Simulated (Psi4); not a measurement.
## Energy and gradient calculation of C2H4O2 (charge −1)

System: C2H4O2, charge −1, multiplicity 2.
Method: B3LYP/6-31G*, UKS (Psi4 1.11).

The geometry is that of the parent species in another charge or spin state. The geometry comes from this level: PBE0-D4/def2-TZVP.

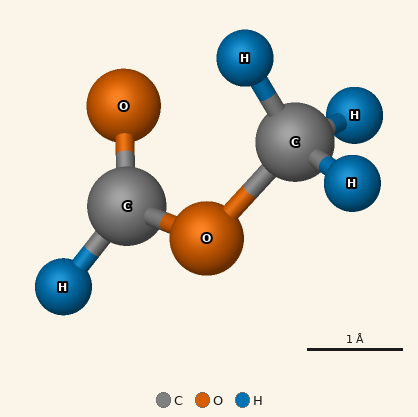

**Figure 1.** The structure as given in the input (ball-and-stick view, seen at an oblique angle). Bond lengths as drawn: C–H 1.09 to 1.10 Å and C–O 1.20 to 1.43 Å.

### Summary

| quantity | value |
| --- | --- |
| outcome | converged |
| total energy | −228.945484 hartree |
| basis functions | 68 |
| largest force | 8.415 eV/Å |
| ⟨S²⟩ | 0.753 |
| hardware | 1 thread of Intel Xeon (Sapphire Rapids), 64 GiB of memory available, shared host |
| wall time | 24 s |
| peak memory | 1.1 GiB |

### Remarks

The record of the run, not the program, notes: unbound anion.

### Input file (calc.py)
```python
import psi4

psi4.set_memory('1600 MB')
psi4.set_num_threads(1)
psi4.core.set_output_file('c2h4o2.out', False)

with open('c2h4o2.xyz') as f:
    atoms = ''.join(f.readlines()[2:])
m = psi4.geometry('-1 2\n' + atoms + 'symmetry c1\nno_reorient\nno_com')

psi4.set_options({
    'basis': '6-31G*',
    'reference': 'uks',
    'puream': False,
    'e_convergence': 1e-09,
    'd_convergence': 1e-08,
    'scf_type': 'pk',
    'dft_radial_points': 99,
    'dft_spherical_points': 590,
    'maxiter': 200,
})

result, w = psi4.gradient('B3LYP', molecule=m, return_wfn=True)
print('gradient / Eh bohr^-1')
print(result.np.round(6))
print(f'energy = {w.energy():.10f} Eh')
for k, v in sorted(psi4.core.scalar_variables().items()):
    print(f'{k:45s} {v:18.10f}')
```

### File c2h4o2.xyz
```
8
C2H4O2
C      0.012500     1.014000    -0.113700
O      0.065700    -0.091700     0.787600
C      0.016500    -1.291800     0.216700
O     -0.066200    -1.504700    -0.957200
H     -0.916500     0.996100    -0.684900
H      0.062500     1.905400     0.506600
H      0.853900     0.981700    -0.806900
H      0.064000    -2.066100     0.996100
```

Launched with:
```bash
python calc.py
```

### The program's output
```
gradient() will perform analytic gradient computation.

   => Loading Basis Set <=

    Name: 6-31G*
    Role: ORBITAL
    Keyword: BASIS

         ---------------------------------------------------------
                                   SCF
                              UKS Reference
                        1 Threads,   1525 MiB Core
         ---------------------------------------------------------

  ==> Geometry <==

    Molecular point group: c1
    Full point group: C1

    Geometry (in Angstrom), charge = -1, multiplicity = 2:

       Center              X                  Y                   Z               Mass
    ------------   -----------------  -----------------  -----------------  -----------------
         C            0.012500000000     1.014000000000    -0.113700000000    12.000000000000
         O            0.065700000000    -0.091700000000     0.787600000000    15.994914619570
         C            0.016500000000    -1.291800000000     0.216700000000    12.000000000000
         O           -0.066200000000    -1.504700000000    -0.957200000000    15.994914619570
         H           -0.916500000000     0.996100000000    -0.684900000000     1.007825032230
         H            0.062500000000     1.905400000000     0.506600000000     1.007825032230
         H            0.853900000000     0.981700000000    -0.806900000000     1.007825032230
         H            0.064000000000    -2.066100000000     0.996100000000     1.007825032230

  Running in c1 symmetry.

  Rotational constants: A =      0.66066  B =      0.20035  C =      0.15834 [cm^-1]
  Rotational constants: A =  19806.13878  B =   6006.44000  C =   4746.80392 [MHz]
  Nuclear repulsion =  122.958865102773288

  Charge       = -1
  Multiplicity = 2
  Electrons    = 33
  Nalpha       = 17
  Nbeta        = 16

  ==> Algorithm <==

  SCF Algorithm Type is PK.
  DIIS enabled.
  MOM disabled.
  Fractional occupation disabled.
  Guess Type is SAD.
  Energy threshold   = 1.00e-09
  Density threshold  = 1.00e-08
  Integral threshold = 1.00e-12

  ==> Primary Basis <==

  Basis Set: 6-31G*
    Blend: 6-31G*
    Number of shells: 32
    Number of basis functions: 68
    Number of Cartesian functions: 68
    Spherical Harmonics?: false
    Max angular momentum: 2

  ==> DFT Potential <==

   => LibXC <=

    Version 7.1.2

   => Composite Functional: B3LYP <=

    B3LYP Hyb-GGA Exchange-Correlation Functional

    Deriv               =              1
    GGA                 =           TRUE
    Meta                =          FALSE

    Exchange Hybrid     =           TRUE
    MP2 Hybrid          =          FALSE

   => Exchange Functionals <=

    0.0800   Slater exchange
    0.7200         Becke 88

   => Exact (HF) Exchange <=

    0.2000               HF

   => Correlation Functionals <=

    0.1900   Vosko, Wilk & Nusair (VWN5_RPA)
    0.8100   Lee, Yang & Parr

   => LibXC Density Thresholds  <==

    XC_HYB_GGA_XC_B3LYP:  1.00E-15

   => Molecular Quadrature <=

    Radial Scheme          =       TREUTLER
    Pruning Scheme         =           NONE
    Nuclear Scheme         =       TREUTLER

    Blocking Scheme        =         OCTREE
    BS radius alpha        =              1
    Pruning alpha          =              1
    Radial Points          =             99
    Spherical Points       =            590
    Total Points           =         440112
    Total Blocks           =           3164
    Max Points             =            256
    Max Functions          =             68
    Weights Tolerance      =       1.00E-15

  ==> Integral Setup <==

  Using in-core PK algorithm.
   Calculation information:
      Number of atoms:                   8
      Number of AO shells:              32
      Number of primitives:             76
      Number of atomic orbitals:        68
      Number of basis functions:        68

      Integral cutoff                 1.00e-12
      Number of threads:                 1

  Performing in-core PK
  Using 5506062 doubles for integral storage.
  We computed 136820 shell quartets total.
  Whereas there are 139656 unique shell quartets.

  ==> DiskJK: Disk-Based J/K Matrices <==

    J tasked:                  Yes
    K tasked:                  Yes
    wK tasked:                  No
    Memory [MiB]:              356
    Schwarz Cutoff:          1E-12

  Cached 100.0% of DFT collocation blocks in 0.770 [GiB].

  Minimum eigenvalue in the overlap matrix is 5.3395121543E-03.
  Reciprocal condition number of the overlap matrix is 8.1506420279E-04.
    Using symmetric orthogonalization.

  ==> Pre-Iterations <==

  SCF Guess: Superposition of Atomic Densities via on-the-fly atomic UHF (no occupation information).

   -------------------------
    Irrep   Nso     Nmo
   -------------------------
     A         68      68
   -------------------------
    Total      68      68
   -------------------------

  ==> Iterations <==

                        Total Energy        Delta E     RMS |[F,P]|

   @UKS iter SAD:  -228.55606670033853   -2.28556e+02   0.00000e+00
   @UKS iter   1:  -228.59424500872603   -3.81783e-02   1.27883e-02 ADIIS/DIIS
   @UKS iter   2:  -227.75127121547297    8.42974e-01   2.25467e-02 ADIIS/DIIS
   @UKS iter   3:  -228.89387535158340   -1.14260e+00   4.65626e-03 ADIIS/DIIS
   @UKS iter   4:  -228.94008235481982   -4.62070e-02   1.56101e-03 ADIIS/DIIS
   @UKS iter   5:  -228.94456270942976   -4.48035e-03   7.07176e-04 ADIIS/DIIS
   @UKS iter   6:  -228.94533123154699   -7.68522e-04   2.81795e-04 ADIIS/DIIS
   @UKS iter   7:  -228.94547793590255   -1.46704e-04   3.74737e-05 DIIS
   @UKS iter   8:  -228.94548349300754   -5.55710e-06   1.39501e-05 DIIS
   @UKS iter   9:  -228.94548406955829   -5.76551e-07   7.94530e-06 DIIS
   @UKS iter  10:  -228.94548420550174   -1.35943e-07   1.74191e-06 DIIS
   @UKS iter  11:  -228.94548421413336   -8.63162e-09   3.23819e-07 DIIS
   @UKS iter  12:  -228.94548421452899   -3.95630e-10   6.65060e-08 DIIS
   @UKS iter  13:  -228.94548421454815   -1.91562e-11   1.96915e-08 DIIS
   @UKS iter  14:  -228.94548421454905   -9.09495e-13   6.82966e-09 DIIS
  Energy and wave function converged.

  ==> Post-Iterations <==

   Electrons on quadrature grid:
      Nalpha   =   17.0000008413 ; deviation = 8.413e-07
      Nbeta    =   16.0000007994 ; deviation = 7.994e-07
      Ntotal   =   33.0000016407 ; deviation = 1.641e-06

   @Spin Contamination Metric:   3.128727133E-03
   @S^2 Expected:                7.500000000E-01
   @S^2 Observed:                7.531287271E-01
   @S   Expected:                5.000000000E-01
   @S   Observed:                5.000000000E-01

    Orbital Energies [Eh]
    ---------------------

    Alpha Occupied:

       1A    -18.915623     2A    -18.799213     3A    -10.030624
       4A     -9.947563     5A     -0.823782     6A     -0.711800
       7A     -0.502678     8A     -0.338684     9A     -0.267559
      10A     -0.251000    11A     -0.193428    12A     -0.165630
      13A     -0.132431    14A     -0.092158    15A     -0.038647
      16A      0.021112    17A      0.223983

    Alpha Virtual:

      18A      0.294296    19A      0.337253    20A      0.349556
      21A      0.362731    22A      0.397643    23A      0.544976
      24A      0.576277    25A      0.728183    26A      0.739744
      27A      0.795916    28A      0.801216    29A      0.859303
      30A      1.006136    31A      1.017548    32A      1.042753
      33A      1.056836    34A      1.110331    35A      1.126144
      36A      1.139111    37A      1.179058    38A      1.230915
      39A      1.307301    40A      1.348840    41A      1.387069
      42A      1.484626    43A      1.658876    44A      1.718711
      45A      1.718945    46A      1.854869    47A      1.876756
      48A      1.930857    49A      2.087383    50A      2.136200
      51A      2.187818    52A      2.261818    53A      2.288441
      54A      2.336084    55A      2.461860    56A      2.531399
      57A      2.546987    58A      2.662892    59A      2.764630
      60A      2.922354    61A      2.987027    62A      3.163158
      63A      3.239117    64A      3.357928    65A      4.115659
      66A      4.216784    67A      4.435577    68A      4.546504

    Beta Occupied:

       1A    -18.913720     2A    -18.790333     3A    -10.030618
       4A     -9.938090     5A     -0.816321     6A     -0.696111
       7A     -0.499325     8A     -0.326889     9A     -0.264145
      10A     -0.244978    11A     -0.185350    12A     -0.157492
      13A     -0.100684    14A     -0.085613    15A     -0.000839
      16A      0.028189

    Beta Virtual:

      17A      0.295785    18A      0.339953    19A      0.340058
      20A      0.351735    21A      0.381046    22A      0.405788
      23A      0.552662    24A      0.593901    25A      0.729835
      26A      0.745605    27A      0.800264    28A      0.840756
      29A      0.867605    30A      1.011054    31A      1.028828
      32A      1.046721    33A      1.061229    34A      1.121354
      35A      1.131671    36A      1.142881    37A      1.182977
      38A      1.249057    39A      1.330280    40A      1.354498
      41A      1.391480    42A      1.487349    43A      1.668008
      44A      1.722110    45A      1.738357    46A      1.880855
      47A      1.882391    48A      1.934805    49A      2.103711
      50A      2.154499    51A      2.194824    52A      2.263612
      53A      2.294972    54A      2.340480    55A      2.488725
      56A      2.545021    57A      2.553043    58A      2.687283
      59A      2.769781    60A      2.931633    61A      3.019132
      62A      3.166587    63A      3.248081    64A      3.365053
      65A      4.127143    66A      4.222926    67A      4.441514
      68A      4.563974

    Final Occupation by Irrep:
              A
    DOCC [    16 ]
    SOCC [     1 ]
    NA   [    17 ]
    NB   [    16 ]

  @UKS Final Energy:  -228.94548421454905

   => Energetics <=

    Nuclear Repulsion Energy =            122.9588651027732880
    One-Electron Energy =                -564.4523157829703450
    Two-Electron Energy =                 236.7308236511693735
    DFT Exchange-Correlation Energy =     -24.1828571855213887
    Empirical Dispersion Energy =           0.0000000000000000
    VV10 Nonlocal Energy =                  0.0000000000000000
    Total Energy =                       -228.9454842145490545

  UHF NO Occupations:
  HONO-2 :   15  A 1.9994109
  HONO-1 :   16  A 1.9992975
  HONO-0 :   17  A 1.0000000
  LUNO+0 :   18  A 0.0007025
  LUNO+1 :   19  A 0.0005891
  LUNO+2 :   20  A 0.0000893
  LUNO+3 :   21  A 0.0000762

Computation Completed

Properties will be evaluated at   0.000000,   0.000000,   0.000000 [a0]

Properties computed using the SCF density matrix

 Multipole Moments:

 ------------------------------------------------------------------------------------
     Multipole            Electronic (a.u.)      Nuclear  (a.u.)        Total (a.u.)
 ------------------------------------------------------------------------------------

 L = 1.  Multiply by 2.5417464519 to convert [e a0] to [Debye]
 Dipole X            :         -0.4166109            0.4420069            0.0253961
 Dipole Y            :         26.0350656          -23.8500445            2.1850211
 Dipole Z            :          1.8156934           -1.3755316            0.4401617
 Magnitude           :                                                    2.2290591

 ------------------------------------------------------------------------------------

	total time  =         19 seconds =       0.32 minutes

         ------------------------------------------------------------
                                   SCF GRAD
         ------------------------------------------------------------

  ==> Geometry <==

    Molecular point group: c1
    Full point group: C1

    Geometry (in Angstrom), charge = -1, multiplicity = 2:

       Center              X                  Y                   Z               Mass
    ------------   -----------------  -----------------  -----------------  -----------------
         C            0.012500000000     1.014000000000    -0.113700000000    12.000000000000
         O            0.065700000000    -0.091700000000     0.787600000000    15.994914619570
         C            0.016500000000    -1.291800000000     0.216700000000    12.000000000000
         O           -0.066200000000    -1.504700000000    -0.957200000000    15.994914619570
         H           -0.916500000000     0.996100000000    -0.684900000000     1.007825032230
         H            0.062500000000     1.905400000000     0.506600000000     1.007825032230
         H            0.853900000000     0.981700000000    -0.806900000000     1.007825032230
         H            0.064000000000    -2.066100000000     0.996100000000     1.007825032230

  Nuclear repulsion =  122.958865102773288

  ==> Basis Set <==

  Basis Set: 6-31G*
    Blend: 6-31G*
    Number of shells: 32
    Number of basis functions: 68
    Number of Cartesian functions: 68
    Spherical Harmonics?: false
    Max angular momentum: 2

  ==> DirectJKGrad: Integral-Direct SCF Gradients <==

    Gradient:                    1
    J tasked:                  Yes
    K tasked:                  Yes
    wK tasked:                  No
    Integrals threads:           1
    Schwarz Cutoff:          1E-12

  ==> DFT Potential <==

   => LibXC <=

    Version 7.1.2

   => Composite Functional: B3LYP <=

    B3LYP Hyb-GGA Exchange-Correlation Functional

    Deriv               =              1
    GGA                 =           TRUE
    Meta                =          FALSE

    Exchange Hybrid     =           TRUE
    MP2 Hybrid          =          FALSE

   => Exchange Functionals <=

    0.0800   Slater exchange
    0.7200         Becke 88

   => Exact (HF) Exchange <=

    0.2000               HF

   => Correlation Functionals <=

    0.1900   Vosko, Wilk & Nusair (VWN5_RPA)
    0.8100   Lee, Yang & Parr

   => LibXC Density Thresholds  <==

    XC_HYB_GGA_XC_B3LYP:  1.00E-15

   => Molecular Quadrature <=

    Radial Scheme          =       TREUTLER
    Pruning Scheme         =           NONE
    Nuclear Scheme         =       TREUTLER

    Blocking Scheme        =         OCTREE
    BS radius alpha        =              1
    Pruning alpha          =              1
    Radial Points          =             99
    Spherical Points       =            590
    Total Points           =         440112
    Total Blocks           =           3164
    Max Points             =            256
    Max Functions          =             68
    Weights Tolerance      =       1.00E-15

  -Total Gradient:
     Atom            X                  Y                   Z
    ------   -----------------  -----------------  -----------------
       1       -0.001482062927     0.030868862254    -0.025339765634
       2       -0.003417126425    -0.107063756656    -0.036883583676
       3       -0.006801122354     0.061588541587    -0.106144563896
       4        0.011318184302     0.027059320519     0.160997331551
       5        0.007209011692    -0.003504210838     0.008883943148
       6       -0.000261793427    -0.007276169037    -0.002932998275
       7       -0.005995283069    -0.003401919259     0.009815899908
       8       -0.000570027174     0.001724149475    -0.008398894480

	total time  =          3 seconds =       0.05 minutes
```

### Standard output
```
gradient / Eh bohr^-1
[[-0.001482  0.030869 -0.02534 ]
 [-0.003417 -0.107064 -0.036884]
 [-0.006801  0.061589 -0.106145]
 [ 0.011318  0.027059  0.160997]
 [ 0.007209 -0.003504  0.008884]
 [-0.000262 -0.007276 -0.002933]
 [-0.005995 -0.003402  0.009816]
 [-0.00057   0.001724 -0.008399]]
energy = -228.9454842145 Eh
CURRENT ENERGY                                   -228.9454842145
CURRENT REFERENCE ENERGY                         -228.9454842145
DD SOLVATION ENERGY                                 0.0000000000
DFT FUNCTIONAL TOTAL ENERGY                      -228.9454842145
DFT TOTAL ENERGY                                 -228.9454842145
DFT VV10 ENERGY                                     0.0000000000
DFT XC ENERGY                                     -24.1828571855
GRID ELECTRONS ALPHA                               17.0000008413
GRID ELECTRONS BETA                                16.0000007994
GRID ELECTRONS TOTAL                               33.0000016407
NUCLEAR REPULSION ENERGY                          122.9588651028
ONE-ELECTRON ENERGY                              -564.4523157830
PCM POLARIZATION ENERGY                             0.0000000000
PE ENERGY                                           0.0000000000
SCF ITERATION ENERGY                             -228.9454842145
SCF ITERATIONS                                     14.0000000000
SCF TOTAL ENERGY                                 -228.9454842145
TWO-ELECTRON ENERGY                               236.7308236512
XC GRID RADIAL POINTS                              99.0000000000
XC GRID SPHERICAL POINTS                          590.0000000000
XC GRID TOTAL POINTS                           440112.0000000000
```
